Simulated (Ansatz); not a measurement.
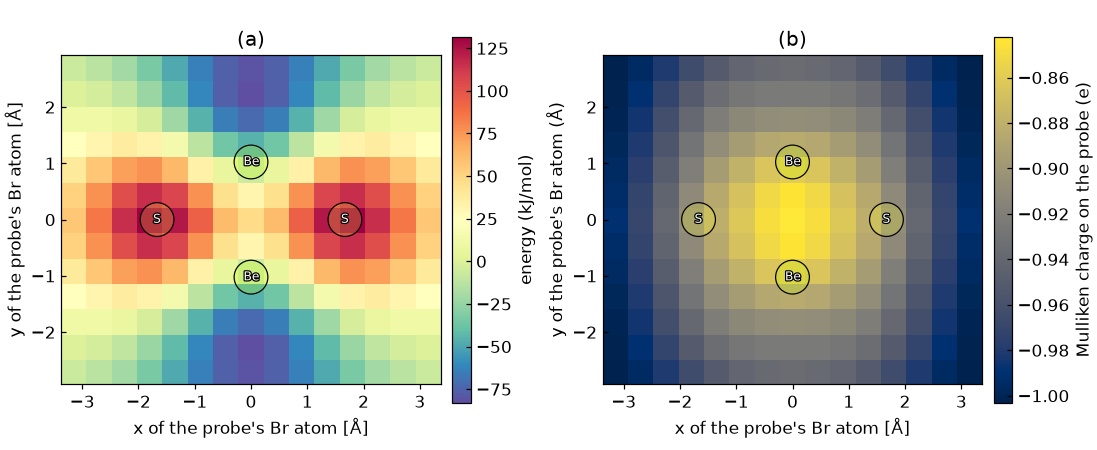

Be₂S₂ with the probe Br-. The probe is moved over a plane parallel to the molecule's main plane, 2.70 Å above it. Coordinates scanned: (1) x of the probe's Br atom; (2) y of the probe's Br atom. Nothing is relaxed (molecule and probe rigid). The grid has 15 × 13 points; 56 points were computed and 139 follow by symmetry. Points are written as (first, second). Energies: kJ/mol, counted from molecule and probe far apart, each relaxed in its own basis (no counterpoise correction). Method: RHF/def2-SVPD in Ansatz 0.2.0.

Panel (a) is the energy; panel (b) is the computed Mulliken charge on the probe, in e.

The picture shows one coloured cell a grid point, labelled circles for the molecule's atoms, projected on the plane.

Q: How does the Mulliken charge on the probe vary over the map, and what is it at the lowest grid point?

A: Leaving out the highest fifth of the energies, it runs from −1.00 e at (−3.15 Å, −2.70 Å) to −0.84 e at (0.00 Å, 0.00 Å) [nearest 2 Be at 2.89 Å]. At the lowest grid point, (0.00 Å, −2.25 Å) [nearest 1 Be at 2.97 Å], it is −0.92 e.
